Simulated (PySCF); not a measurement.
AlF3H3P

| atom | x (Å) | y (Å) | z (Å) |
| --- | --- | --- | --- |
| F | 0.9766 | 0.3657 | -1.3751 |
| Al | 0.1174 | -0.0364 | 0.0078 |
| F | 0.1132 | -1.6456 | 0.4743 |
| F | -1.2344 | 0.8831 | 0.3785 |
| P | 1.6895 | 0.9145 | 1.6691 |
| H | 1.3286 | 0.8909 | 3.0360 |
| H | 2.9887 | 0.3608 | 1.7387 |
| H | 2.0061 | 2.2840 | 1.5140 |

Geometry: PBE0-D3(BJ)/def2-SVPD.

Method: wB97M-D3(BJ)/def2-TZVPD, SCF density, gas phase in PySCF 2.14.0.

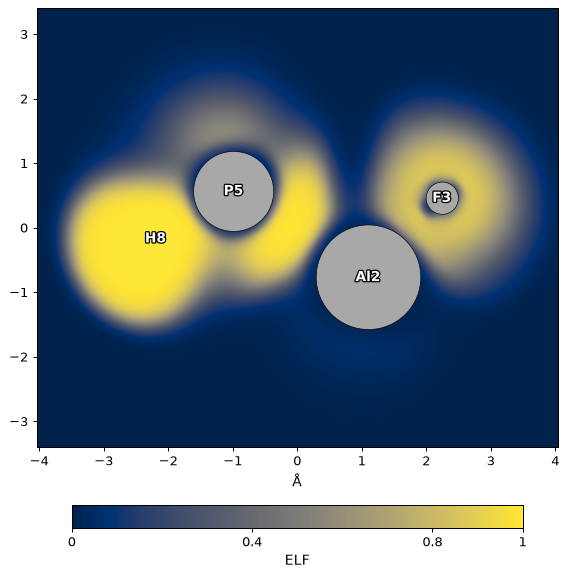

Figure 1. ELF on the plane of atoms F3, Al2 and P5. Grey discs cover the atomic cores.

### Read the bonding off the picture.

The plane passes through Al, F, P and H nuclei. Al–F (1.68 Å): the ELF peaks at about 0.85 in the valence shell of F, 0.6 Å from its nucleus, and is about 0.40 at the midpoint. Al–P (2.48 Å): the ELF peaks at about 1 between the atoms: localised, covalent bonding. P–H (1.41 Å): the ELF climbs to about 1 towards the hydrogen, as it does in any bond to H. The ELF also peaks beside F3, away from the bonds: lone-pair regions.

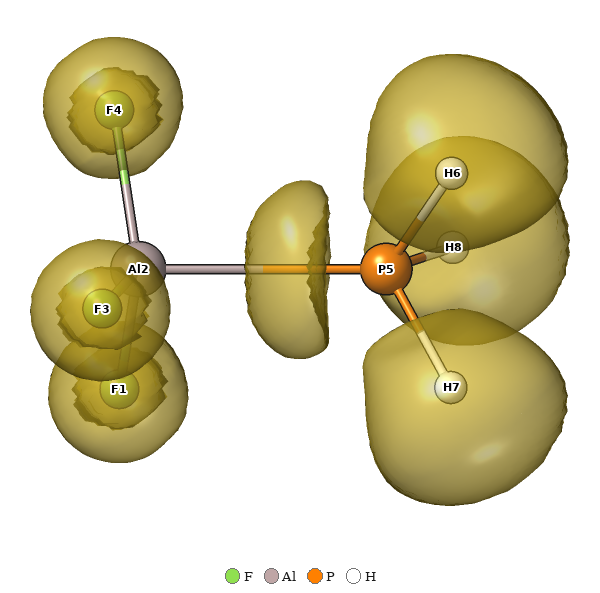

Figure 2. Isosurface of the ELF at 0.8 (yellow), seen across its widest extent. Only the valence region is drawn (cores and ρ < 0.01 e/Å³ removed).

### Where are the electrons localised?

At this value the surface marks out one region between bonded Al–P atoms (shared pairs), three regions around hydrogen nuclei and three regions wrapped around F (the valence shell of each).

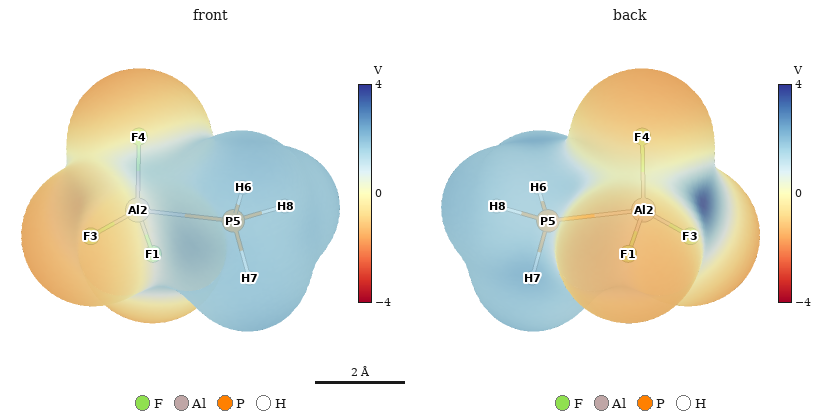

Figure 3. The electrostatic potential painted on the density surface at 0.002 e/bohr³, seen from the front and from behind; the colour scale runs from red (negative) to blue (positive).

### Which sites attract a positive test charge, and which a negative one?

A positive charge is drawn to the negative regions and a negative charge to the positive ones. The most negative region (about −1.5 V) lies over F1, F3 and F4, the most positive (about +3.2 V) over Al2.
